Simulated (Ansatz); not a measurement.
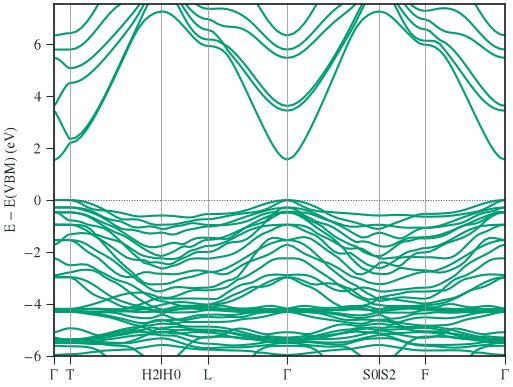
*Band structure from r²SCAN in the plane-wave PAW code Ansatz*

Task: Read off the gap and where the band edges lie.

Result: About 1.6 eV (1.56 eV by a search for the band edges); maximum at Γ, minimum at Γ.

The material is Zn3InGaO6 in space group R3m (No. 160; Pearson symbol hR11).

The workflow started from a Materials Project entry (that database holds measured and hypothetical structures alike); the Crystallography Open Database copy checked does not list it. Its standing as an ambient phase is unchecked. The cell was relaxed with r²SCAN under the symmetry of its start; whether a distortion lowers the energy is not shown. Spin–orbit coupling is left out wherever it is not named.

Potentials: the later of the program's two PAW sets.
